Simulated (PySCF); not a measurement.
# FCI/STO-6G run of SnH2F (SMILES [F][SnH2])

What is the vertical ionisation energy of SnH2F at FCI/STO-6G? The job is set up through a Python script.

Program for the calculation: PySCF 2.14.0.

4 further runs of the same task are left out: 4 set aside as unsound or not needed.

### Step 1. The system as given

The species is SnH2F (4 atoms), meant as a doublet with charge 0. As SMILES, `[F][SnH2]`. The shape is that of a PBE0-D4/def2-TZVP optimisation.

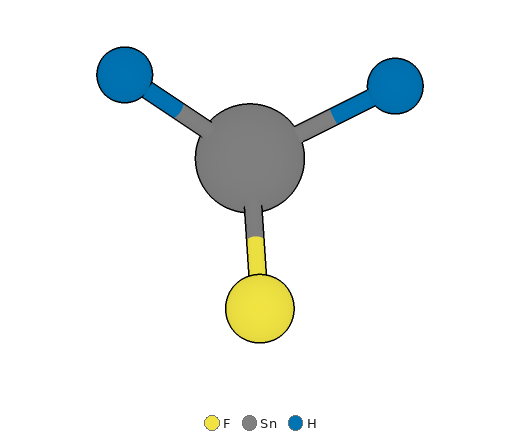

Viewed from a chosen angle; fluorine yellow, tin grey, hydrogen blue.

### Step 2. The energy at FCI/STO-6G

Input file input.py:

```python
from pyscf import gto, mcscf

system = gto.M(
    atom=[
    ('F', (-1.552600, -0.190000, 0.640700)),
    ('Sn', (0.028300, -0.242200, -0.468300)),
    ('H', (1.184100, -1.054400, 0.524100)),
    ('H', (0.395700, 1.426200, -0.716700)),
],
    spin=1,
    verbose=3,
    max_memory=1860,
    basis='sto-6g',
    charge=0,
)

mf = system.ROHF()
mf.conv_tol = 1e-10
mf.kernel()
if not mf.converged:
    mf = mf.newton().run(mf.mo_coeff, mf.mo_occ)

cas = mcscf.CASCI(mf, mf.mo_coeff.shape[-1] - 19, (system.nelec[0] - 19, system.nelec[1] - 19))  # full CI above the frozen core
cas.fix_spin_(ss=0.75)
cas.kernel()
e_tot = cas.e_tot
print('E = %.10f Eh' % e_tot)
```

Started as:

```sh
OMP_NUM_THREADS=1 python input.py
```

Log:

```text
converged SCF energy = -6094.42236486983
CASCI E = -6094.49248767561  E(CI) = -131.863382015239  S^2 = 0.7500000
E = -6094.4924876756 Eh
```

Run time: 49 s. Hardware: 1 thread of Arm Neoverse N1, shared host; peak memory 0.26 GiB.

### Step 3. The singlet cation

Input file run.py:

```python
from pyscf import gto, scf, mcscf
from pyscf import fci

system = gto.M(
    atom='''
F       -1.552600      -0.190000       0.640700
Sn       0.028300      -0.242200      -0.468300
H        1.184100      -1.054400       0.524100
H        0.395700       1.426200      -0.716700
''',
    basis='sto-6g',
    verbose=3,
    max_memory=1860,
    spin=0,
    charge=1,
)

calc0 = scf.RHF(system)
calc0.conv_tol = 1e-10
calc0.kernel()
if not calc0.converged:
    calc0 = calc0.newton().run(calc0.mo_coeff, calc0.mo_occ)

cas = mcscf.CASCI(calc0, calc0.mo_coeff.shape[-1] - 19, (system.nelec[0] - 19, system.nelec[1] - 19))  # full CI above the frozen core
cas.fcisolver = fci.direct_spin0.FCI(system)  # even spin states alone
cas.kernel()
print('<S^2> = %.4f' % cas.fcisolver.spin_square(cas.ci, cas.ncas, cas.nelecas)[0])
e_tot = cas.e_tot
print('Final energy', e_tot)
```

Started as:

```sh
OMP_NUM_THREADS=1 python run.py
```

Log:

```text
converged SCF energy = -6094.21107144583
CASCI E = -6094.31655029736  E(CI) = -131.687435768962  S^2 = 0.0000000
<S^2> = 0.0000
Final energy -6094.31655029736
```

Wall time 1.8 min (1 thread of Arm Neoverse N1, shared host); peak memory 0.53 GiB.

### Step 4. Outcome

Level: FCI/STO-6G, 19 core orbitals frozen.

| quantity | value |
| --- | --- |
| doublet SnH2F: total energy | -6094.49249 Eh |
| doublet SnH2F: dipole moment (Hartree–Fock density) | 2.21 D |
| doublet SnH2F: correlation energy (19 core orbitals frozen) | -70.1 mEh |
| singlet cation: total energy | -6094.31655 Eh |
| singlet cation: HOMO energy (Hartree–Fock orbitals) | -17.05 eV |
| singlet cation: LUMO energy (Hartree–Fock orbitals) | -5.43 eV |
| singlet cation: HOMO–LUMO gap (Hartree–Fock orbitals) | 11.62 eV |
| singlet cation: correlation energy (19 core orbitals frozen) | -105.5 mEh |
| vertical ionisation energy (to the singlet cation) | 4.787 eV |

What this shows: Removing an electron at fixed nuclei costs 4.79 eV (110 kcal/mol). Only the singlet of the ionised species was computed; a triplet could lie lower. In a minimal basis such a difference can be off by several eV, whatever the method. Relativity is left out (doublet SnH2F) although the molecule holds a heavy atom. Relativity is left out (singlet cation) although the molecule holds a heavy atom.
